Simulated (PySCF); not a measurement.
# C₃H₁₂OSi₂: excited-state calculation

System: C₃H₁₂OSi₂.
Method: TDA KT3/def2-SVPD, vertical, gas phase, core orbitals frozen in the response (PySCF 2.14.0).

Some settings of this run were made unusual or wrong on purpose. The geometry comes from this level: GFN2-xTB, altered.

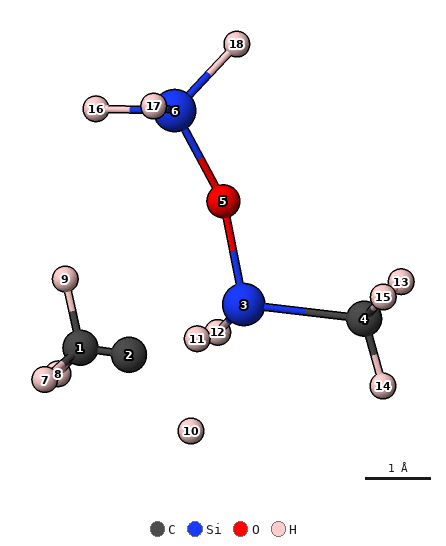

The structure as given in the input (ball-and-stick view, seen at a tilt; atoms are numbered from 1 in the order of the input). Sticks are drawn by distance; a stretched bond gets none, so the picture shows separate pieces. Bond lengths as drawn: C–C 0.76 Å, C–H 1.09 Å, C–Si 1.90 Å, H–Si 1.46 to 1.47 Å and O–Si 1.62 to 1.63 Å.

**Input file**
```
{"job": {"kind": "uv", "xc": "KT3", "basis": "def2-SVPD", "nstates": 12, "ntriplets": 0, "tda": true, "scf": {"aux": "sto-3g", "max_cycle": 96}}, "charge": 0, "multiplicity": 1}
C     -1.105567    -1.968230    -0.050656
C     -1.267164    -1.262414    -0.289910
Si    -0.238107     0.755569     0.171074
C     -0.620802     2.476840    -0.526221
O      1.285910     0.384896    -0.260668
Si     2.577222    -0.464728    -0.736153
H     -1.783557    -2.696011    -0.494780
H     -1.193925    -2.034705     1.031311
H     -0.087010    -2.236768    -0.323472
H     -2.455892    -0.315352    -0.251573
H     -1.394308    -0.540401    -1.620923
H     -0.234311     0.743062     1.639105
H      0.110277     3.202139    -0.183515
H     -1.599458     2.819148    -0.206087
H     -0.606206     2.486336    -1.612420
H      2.899405    -1.420309     0.323753
H      2.238156    -1.159113    -1.979531
H      3.628174     0.530543    -0.931257
```

The first line tells a small driver script what to run in PySCF; the rest is the geometry in Å.

Launch command:
```bash
OMP_NUM_THREADS=1 python <driver script> task.json out
```

**Output**
```
final grid: 133152 points
cycle   1  E = -787.6332830206  dE =  1.539e+00  |g| = 1.126e+00  |ddm| = 5.326e+01
cycle   2  E = -786.7634193331  dE =  8.699e-01  |g| = 1.931e+00  |ddm| = 6.466e+01
cycle   3  E = -787.8834419638  dE = -1.120e+00  |g| = 4.325e-01  |ddm| = 3.069e+01
cycle   4  E = -787.9217062267  dE = -3.826e-02  |g| = 3.144e-01  |ddm| = 2.027e+01
cycle   5  E = -787.9588023022  dE = -3.710e-02  |g| = 6.820e-02  |ddm| = 5.894e+00
cycle   6  E = -787.9599729488  dE = -1.171e-03  |g| = 1.432e-02  |ddm| = 9.342e-01
cycle   7  E = -787.9600174314  dE = -4.448e-05  |g| = 7.030e-03  |ddm| = 7.689e-01
cycle   8  E = -787.9600358193  dE = -1.839e-05  |g| = 1.253e-03  |ddm| = 3.786e-01
cycle   9  E = -787.9600361352  dE = -3.159e-07  |g| = 6.176e-04  |ddm| = 5.561e-02
cycle  10  E = -787.9600363195  dE = -1.843e-07  |g| = 1.113e-04  |ddm| = 2.601e-02
cycle  11  E = -787.9600363232  dE = -3.666e-09  |g| = 3.742e-05  |ddm| = 2.463e-03
cycle  12  E = -787.9600363237  dE = -4.970e-10  |g| = 8.605e-06  |ddm| = 6.204e-04
converged SCF energy = -787.9600363237

Static polarisability (au): isotropic 83.875, principal 64.298 82.389 104.938

Singlet excitations
state   eV       nm        f      main configurations
  1   3.6676    338.1   0.01276   H->L 0.98
  2   4.9693    249.5   0.21589   H->L+1 0.61, H-1->L 0.34
  3   5.5641    222.8   0.03238   H->L+2 0.86, H-1->L+1 0.08
  4   5.6527    219.3   0.01352   H-1->L+1 0.84, H->L+2 0.08
  5   5.7658    215.0   0.00035   H-2->L 0.99
  6   6.3241    196.1   0.01342   H-2->L+1 0.99
  7   6.4689    191.7   0.00250   H-3->L 0.65, H->L+3 0.32
  8   6.5210    190.1   0.03809   H->L+3 0.63, H-3->L 0.26
  9   6.9825    177.6   0.14163   H-3->L+1 0.61, H-1->L 0.16
 10   7.2592    170.8   0.05942   H-1->L+2 0.68, H->L+4 0.12
 11   7.4253    167.0   0.04098   H->L+4 0.85, H-1->L+2 0.08
 12   7.6761    161.5   0.16747   H->L+5 0.50, H-3->L+1 0.11, H-1->L+3 0.10
```

**What the run reported**

| quantity | value |
| --- | --- |
| outcome | converged |
| total energy | −787.960036 hartree |
| HOMO | −5.09 eV |
| LUMO | −1.56 eV |
| dipole moment | 1.01 D |
| mean polarisability | 83.87 a.u. |
| lowest excitation | 3.67 eV |
| hardware | 1 CPU thread, shared host |
| wall time | 46 s |
| peak memory | 0.51 GiB |

**What went wrong**

Some settings of this run were drawn to be unusual or wrong. It converged; results that depend on the unusual settings are not reference values.
